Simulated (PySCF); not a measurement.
C₈H₈OS, SMILES CSc1ccccc1C=O, GFN2-xTB optimised geometry. Atoms within 1.6 Å of the plane z = 0.0 Å (x, y, z in Å): C1 (-2.73, -1.69, -0.05), S2 (-0.97, -2.14, 0.00), C3 (-0.12, -0.60, 0.00), C4 (-0.79, 0.62, 0.00), C5 (-0.09, 1.81, 0.00), C6 (1.30, 1.82, 0.00), C7 (1.97, 0.62, 0.00), C8 (1.28, -0.60, 0.00), C9 (2.05, -1.84, 0.00), O10 (3.26, -1.91, 0.00), H11 (-3.00, -1.14, 0.84), H12 (-3.26, -2.64, -0.08), H13 (-2.94, -1.13, -0.95), H14 (-1.87, 0.66, 0.01), H15 (-0.64, 2.74, 0.01), H16 (1.84, 2.75, 0.00), H17 (3.05, 0.58, 0.00), H18 (1.43, -2.75, 0.00).

Method: CAM-B3LYP/def2-SVP run with PySCF 2.14.0. Cells within 0.4 Å of a nucleus heavier than hydrogen are left out (blank, or x).

Map of the log10 of the electron density (e/bohr³), floored at −4 on the plane z = 0.0 Å:

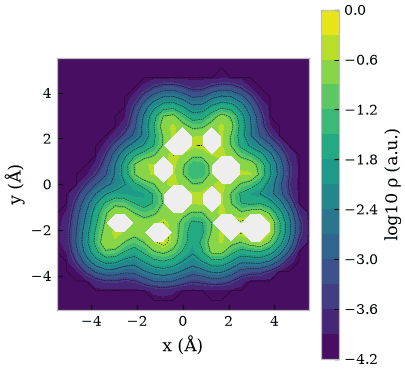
Figure: Log10 of the electron density (e/bohr³), floored at −4 on the plane z = 0.0 Å.
